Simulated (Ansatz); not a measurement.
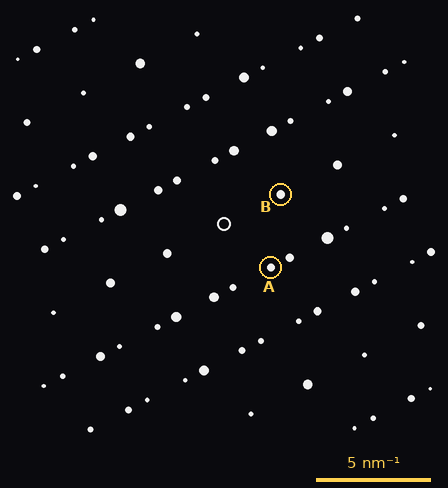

Simulated selected-area electron diffraction pattern (120 kV, kinematic approximation, thin crystal, B = 0.5 Å² for all atoms). Two individuals of a reflection twin are superposed (a geometric construction: whether this twin forms is not tested; the second individual is smaller and so fainter). Crystal: SiGe₂, space group Fm-3m (No. 225), a = 6.140 Å, zone axis [110]. Structure: the geometry relaxed with Ansatz 0.2.0, DFT r2SCAN, scalar-relativistic, plane waves, PAW; the starting structure was generated, so it need not be a known form of this composition.

In the first individual spot A is -1 1 -1 and spot B is -1 1 1.

### Find the twin plane.

(1-1-1). The spot positions of the combined pattern are mirror-symmetric about the row through 1 -1 -1 (d = 3.545 Å), which both individuals share, while a single individual has only symmetry 2mm without that mirror line. Friedel's law adds the mirror line at right angles, so a twin on (1-12) would give the same picture; the more widely spaced plane was used.

### Which other reflections coincide?

Off the common row, 2 -2 4, 1 -1 5, 3 -3 3 and their kin fall on spots of the second individual; about 23 % of the first individual's visible spots are shared.
